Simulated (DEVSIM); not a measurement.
Device: abrupt GaSb n-p junction, at 350 K.

```
layer (left to right)  material  thickness (μm)  Nd (cm⁻³)  Na (cm⁻³)   τn (s)   τp (s)
---------------------  --------  --------------  ---------  ---------  -------  -------
1                          GaSb           0.740     1.9e16          -  4.1e-10  4.1e-10
2                          GaSb            5.80          -     1.6e17  4.1e-10  4.1e-10
```

Left contact: ohmic. Right contact: ohmic. Voltage is applied to the left contact. Recombination: SRH at mid-gap, Auger. Mobility is constant in doping.

This is a model device: material constants are rounded textbook-type values typed into the input, and sizes, dopings and lifetimes were drawn at random. Values at 300 K; Nc and Nv go as T^1.5, mobilities as T to minus their exponent, the gap by Varshni's rule with the affinity fixed.

```
parameter            GaSb
----------------  -------
gap (eV)            0.726
affinity (eV)        4.06
permittivity         15.7
Nc (cm⁻³)          2.1e17
Nv (cm⁻³)          1.8e19
μn (cm²/Vs)          5000
μp (cm²/Vs)           850
T exponent of μn        2
T exponent of μp      1.7
Cn (cm⁶/s)          5e-30
Cp (cm⁶/s)          5e-30
Varshni α (eV/K)  0.00042
Varshni β (K)         140
```

Simulated with DEVSIM: 1D drift-diffusion, Boltzmann statistics, complete ionisation; no tunnelling, impact ionisation, image-force lowering or self-heating.

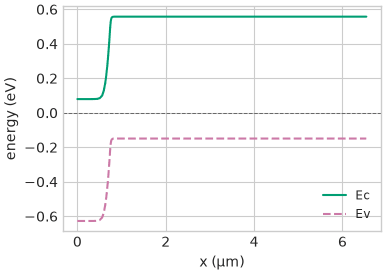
Figure: Band edges at zero bias

Energies count from the Fermi level of the right contact; mesh points crowd at the junctions.

| x (μm) | Ec (eV) | Ev (eV) | n (cm⁻³) | p (cm⁻³) | field (V/cm) |
|---|---|---|---|---|---|
| 0.000 | 0.079 | -0.627 | 1.9e16 | 2.1e10 | ≈ 0 |
| 0.02346 | 0.079 | -0.627 | 1.9e16 | 2.1e10 | ≈ 0 |
| 0.06480 | 0.079 | -0.627 | 1.9e16 | 2.1e10 | ≈ 0 |
| 0.1474 | 0.079 | -0.627 | 1.9e16 | 2.1e10 | ≈ 0 |
| 0.3700 | 0.080 | -0.627 | 1.9e16 | 2.1e10 | 38 |
| 0.5587 | 0.099 | -0.608 | 9.9e15 | 4.0e10 | 4800 |
| 0.6532 | 0.215 | -0.492 | 2.1e14 | 1.9e12 | 21000 |
| 0.7171 | 0.397 | -0.310 | 5.2e11 | 7.7e14 | 36000 |
| 0.7400 | 0.484 | -0.222 | 2.8e10 | 1.4e16 | 41000 |
| 0.7640 | 0.542 | -0.165 | 4.1e9 | 9.6e16 | 11000 |
| 0.8078 | 0.557 | -0.150 | 2.5e9 | 1.6e17 | 430 |
| 0.9401 | 0.557 | -0.149 | 2.5e9 | 1.6e17 | ≈ 0 |
| 1.162 | 0.557 | -0.149 | 2.5e9 | 1.6e17 | ≈ 0 |
| 1.604 | 0.557 | -0.149 | 2.5e9 | 1.6e17 | ≈ 0 |
| 2.880 | 0.557 | -0.149 | 2.5e9 | 1.6e17 | ≈ 0 |
| 4.449 | 0.557 | -0.149 | 2.5e9 | 1.6e17 | ≈ 0 |
| 5.501 | 0.557 | -0.149 | 2.5e9 | 1.6e17 | ≈ 0 |
| 6.008 | 0.557 | -0.149 | 2.5e9 | 1.6e17 | ≈ 0 |
| 6.345 | 0.557 | -0.149 | 2.5e9 | 1.6e17 | ≈ 0 |
| 6.449 | 0.557 | -0.149 | 2.5e9 | 1.6e17 | ≈ 0 |
| 6.507 | 0.557 | -0.149 | 2.5e9 | 1.6e17 | ≈ 0 |
| 6.540 | 0.557 | -0.149 | 2.5e9 | 1.6e17 | ≈ 0 |
